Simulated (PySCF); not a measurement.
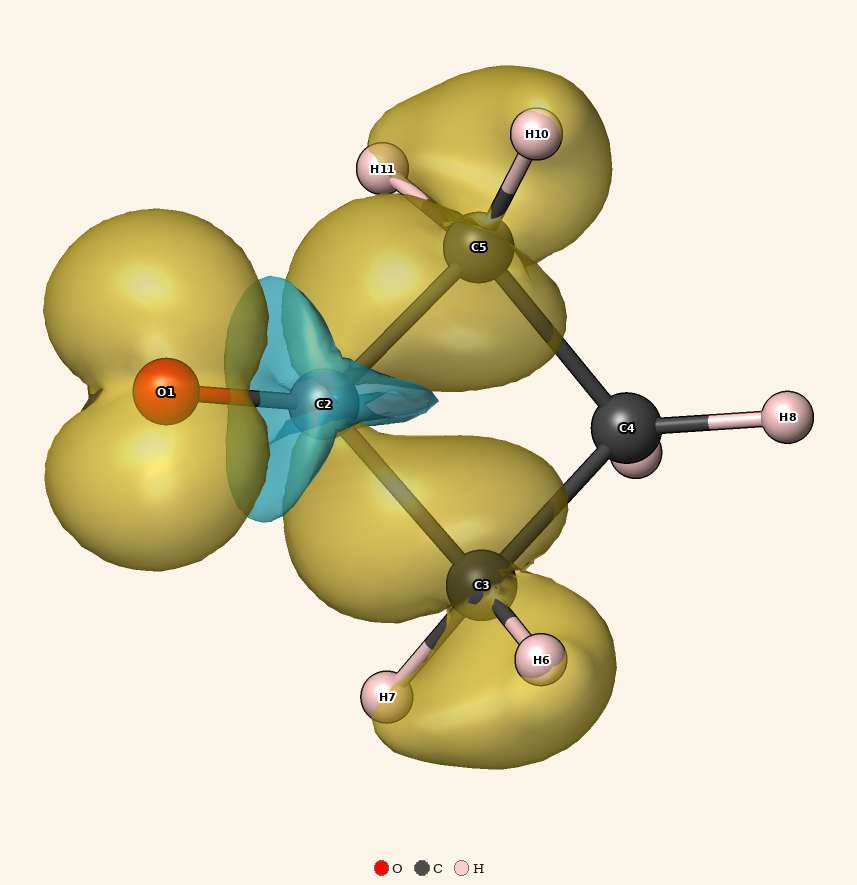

*C$_{4}$H$_{6}$O (SMILES [O+]=C1CCC1) (charge +1, doublet). Isosurfaces of the spin density at +0.02 (yellow) and −0.02 e/Å³ (cyan), seen at a tilt.*

Geometry: PBE0-D3(BJ)/def2-SVP.

The calculation used UKS B3LYP, IGLO-III on C O, pcH-1 on H, non-relativistic, mean-field spin-orbit, GIAO in PySCF.

```yaml
atoms:
  - { symbol: O, position_ang: [2.3460, -0.1792, -0.2355] }
  - { symbol: C, position_ang: [1.1918, -0.0894, -0.1210] }
  - { symbol: C, position_ang: [0.0604, 0.9150, -0.5640] }
  - { symbol: C, position_ang: [-1.0330, 0.0765, 0.0928] }
  - { symbol: C, position_ang: [0.0310, -0.9186, 0.5483] }
  - { symbol: H, position_ang: [0.3169, 1.8862, -0.1052] }
  - { symbol: H, position_ang: [0.0972, 0.9526, -1.6670] }
  - { symbol: H, position_ang: [-1.5569, 0.5819, 0.9118] }
  - { symbol: H, position_ang: [-1.7635, -0.3384, -0.6107] }
  - { symbol: H, position_ang: [0.2706, -0.9661, 1.6253] }
  - { symbol: H, position_ang: [0.0504, -1.9152, 0.0732] }
```

Describe the spin distribution.

Answer. The unpaired spin (1 electron) lies mostly on O1 (about 0.4), C3 (about 0.2), C5 (about 0.2) and C2 (about 0.1), in electrons by Hirshfeld's partition.
